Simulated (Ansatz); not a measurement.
# NO+ (nitrosonium) at 6 levels

Wanted: a comparison of 6 runs (HF/STO-3G, B2PLYP/STO-3G, BLYP/STO-3G, UPBE0/STO-3G, MP2/STO-3G, UMP2/STO-3G) of NO+ (nitrosonium). 

The calculation is run with Ansatz 0.2.0.

13 further runs of the same task are left out: 12 that didn't finish, 1 set aside as unsound or not needed.

### Step 1. Starting point

NO+: 2 atoms, total charge +1, spin state singlet. As SMILES, `N#[O+]`. The O2–N1 distance was set to 2.658 Å, away from the relaxed value.

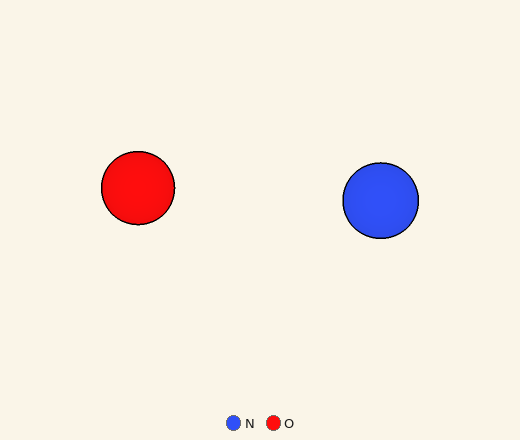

Viewed from a chosen angle; nitrogen blue, oxygen red.

### Step 2. The energy at HF/STO-3G (run 1)

in.yaml reads:

```yaml
crystal:
  periodic: [false, false, false]
  atoms:
    - {symbol: N, position_ang: [0.000000, 0.000000, -1.594880]}
    - {symbol: O, position_ang: [0.000000, 0.000000, 1.063220]}
basis:
  gaussian:
    orbitals: STO-3G
total_charge: 1
hamiltonian:
  xc: hf
accuracy: high
```

The run is started by

```console
ansatz run in.yaml --threads 1 --pin off --max-ram 2610MiB --events-out events.jsonl --progress --plain --runs-dir runs
```

Standard output:

```text
Warning: RAYON_NUM_THREADS=1 ignored (pool sized by the plan → 1); use --threads N
Functional definition: HF
  name "HF"
  exchange = exact_x
  correlation = 0
143 factors; integrals over basis functions are off by at most 1.7e-8 eV
mean field evaluation 1: about -3372.8043 eV, gradient 3.1e1 eV
mean field evaluation 2: about -3372.8077 eV, gradient 3.1e1 eV
mean field evaluation 4: about -3370.4044 eV, gradient 1.5e1 eV
mean field evaluation 8: about -3430.6236 eV, gradient 6.2e1 eV
mean field evaluation 16: about -3449.8804 eV, gradient 3.7e-1 eV
mean field evaluation 32: about -3450.2718 eV, gradient 5.3e0 eV
mean field evaluation 64: about -3450.6003 eV, gradient 2.0e-2 eV
mean field evaluation 96: about -3449.7347 eV, gradient 4.9e-1 eV
mean field evaluation 128: about -3372.8043 eV, gradient 3.1e1 eV
mean field -3450.63023420 eV, -126.8083221858 hartree, gradient 3.3e-9 eV, S^2 0.000000; 6 other end points of the search recorded, 0 dependent functions left out
reference -3450.63023420 eV, -126.8083221858 hartree; 7, 7 occupied and 3, 3 virtual orbitals, 143 factors
Total energy: -3450.63023420 eV, -126.8083221858 hartree
```

Wall time 0.1 s (1 thread of Arm Neoverse V1, shared host).

### Step 3. A single-point energy at B2PLYP/STO-3G (run 2)

input.yaml reads:

```yaml
crystal:
  periodic: [false, false, false]
  atoms:
    - symbol: N
      position_ang: [0.000000, 0.000000, -1.594880]
    - symbol: O
      position_ang: [0.000000, 0.000000, 1.063220]
basis:
  gaussian:
    orbitals: STO-3G
total_charge: 1
hamiltonian:
  xc: {name: B2PLYP}
correlation:
  frozen_orbitals: {"N": 1, O: 1}
accuracy: high
```

The run is started by

```console
ansatz run input.yaml --threads 1 --pin off --max-ram 2610MiB --events-out events.jsonl --progress --plain --runs-dir runs
```

Standard output, cut to the lines that bear on the results:

```text
Warning: RAYON_NUM_THREADS=1 ignored (pool sized by the plan → 1); use --threads N
Functional definition: B2PLYP
  name "B2PLYP"
[...]
143 factors; integrals over basis functions are off by at most 1.7e-8 eV
[...]
mean field -3460.01571956 eV, -127.1532324109 hartree, gradient 4.6e-8 eV, S^2 0.000000; 8 other end points of the search recorded, 0 dependent functions left out; unrestricted orbitals would lower it
2 core orbitals not correlated: weight in the atoms' cores, before any rotation towards them, 1.000 or more for the frozen orbitals, at most 0.000 for the correlated occupied ones
reference -3460.01572956 eV, -127.1532327785 hartree; 5, 5 occupied and 3, 3 virtual orbitals, 143 factors
second order -3.73869605 eV of doubles, -0.00000000 eV of singles
Total energy: -3461.02517750 eV, -127.1903293059 hartree
```

Run time: 1.4 s. Hardware: 1 thread of Arm Neoverse V1, shared host.

Runs 3 to 4 aren't shown in full; the table further down has their settings and results.

### Step 4. A single-point energy at MP2/STO-3G (run 5)

run.yaml reads:

```yaml
crystal:
  periodic: [false, false, false]
  atoms:
    - {symbol: N, position_ang: [0.000000, 0.000000, -1.594880]}
    - {symbol: O, position_ang: [0.000000, 0.000000, 1.063220]}
basis:
  gaussian: {orbitals: STO-3G}
correlation: {method: mp2, frozen_orbitals: {"N": 1, O: 1}}
total_charge: 1
accuracy: high
```

The run is started by

```console
ansatz run run.yaml --threads 1 --pin off --max-ram 2610MiB --events-out events.jsonl --progress --plain --runs-dir runs
```

Standard output, cut to the lines that bear on the results:

```text
Warning: RAYON_NUM_THREADS=1 ignored (pool sized by the plan → 1); use --threads N
[... 2 set-up lines as earlier in the session ...]
[...]
143 factors; integrals over basis functions are off by at most 1.7e-8 eV
[...]
mean field -3450.63023420 eV, -126.8083221858 hartree, gradient 3.3e-9 eV, S^2 0.000000; 26 other end points of the search recorded, 0 dependent functions left out; unrestricted orbitals would lower it
unrestricted determinant -3455.90387822 eV, -127.0021250288 hartree, S^2 2.6856
2 core orbitals not correlated: weight in the atoms' cores, before any rotation towards them, 1.000 or more for the frozen orbitals, at most 0.000 for the correlated occupied ones
reference -3450.63023420 eV, -126.8083221858 hartree; 5, 5 occupied and 3, 3 virtual orbitals, 143 factors
second order -1.38230243 eV of doubles, -0.00000000 eV of singles
WARN: the method's energy lies above the unrestricted determinant's, so it is not that of the lowest state
Total energy: -3452.01253663 eV, -126.8591208631 hartree
```

Wall time 0.24 s (1 thread of Arm Neoverse V1, shared host).

### Step 5. A single-point energy at UMP2/STO-3G (run 6)

in.yaml reads:

```yaml
crystal:
  periodic: [false, false, false]
  atoms:
    - {symbol: "N", position_ang: [0.000000, 0.000000, -1.594880]}
    - {symbol: O, position_ang: [0.000000, 0.000000, 1.063220]}
basis:
  gaussian:
    orbitals: STO-3G
total_charge: 1
magnetization:
  spin_polarized: true
  initial_magnetization: 0
correlation:
  method: mp2
  frozen_orbitals: {"N": 1, O: 1}
accuracy: high
```

The run is started by

```console
ansatz run in.yaml --threads 1 --pin off --max-ram 2610MiB --events-out events.jsonl --progress --plain --runs-dir runs
```

Standard output, cut to the lines that bear on the results:

```text
Warning: RAYON_NUM_THREADS=1 ignored (pool sized by the plan → 1); use --threads N
[... 2 set-up lines as earlier in the session ...]
[...]
143 factors; integrals over basis functions are off by at most 1.7e-8 eV
[...]
mean field -3460.43686263 eV, -127.1687091331 hartree, gradient 2.4e-8 eV, S^2 2.948202; 6 other end points of the search recorded, 0 dependent functions left out
2 core orbitals not correlated: weight in the atoms' cores, before any rotation towards them, 1.000 or more for the frozen orbitals, at most 0.000 for the correlated occupied ones
reference -3460.43686263 eV, -127.1687091331 hartree; 5, 5 occupied and 3, 3 virtual orbitals, 143 factors
second order -0.01782152 eV of doubles, -0.00000000 eV of singles
Total energy: -3460.45468414 eV, -127.1693640618 hartree
```

Run time: 0.14 s. Hardware: 1 thread of Arm Neoverse V1, shared host.

### Step 6. The series

| run | level | frozen core orbitals | energy (Eh) | wall time |
| --- | --- | --- | --- | --- |
| 1 | HF/STO-3G | – | -126.808322 | 0.1 s |
| 2 | B2PLYP/STO-3G | 2 | -127.190329 | 1.4 s |
| 3 | BLYP/STO-3G | – | -127.389624 | 1.3 s |
| 4 | UPBE0/STO-3G | – | -127.472852 | 1.4 s |
| 5 | MP2/STO-3G | 2 | -126.859121 | 0.24 s |
| 6 | UMP2/STO-3G | 2 | -127.169364 | 0.14 s |

### Step 7. Summary of results

| quantity | value |
| --- | --- |
| run 6: total energy | -127.16936 Eh |
| run 6: correlation energy (2 core orbitals frozen) | -0.7 mEh |
| run 6: ⟨S²⟩ of the reference determinant | 2.948 |

In words: Below the HF energy at the same shape and in the same basis (STO-3G): MP2 -50.8 mEh; UMP2 -361.0 mEh. Some of these start from another determinant than that one, so these aren't their correlation energies. Totals of different functionals can't be ranked against each other. In runs 2, 5 the log says that unrestricted orbitals would lower the reference, so the values rest on an unstable closed-shell determinant (other closed-shell runs at this shape may share the fault). In runs 1, 2, 3, 4, 5, 6 the basis is minimal, so the values are rough. Spin contamination of the reference: run 6 ⟨S²⟩ = 2.95, run 4 ⟨S²⟩ = 2.54. Where it is this large, the reference is a mixture of spin states, and values that rest on it are in doubt. All runs together took 4.6 s, the longest 1.4 s.
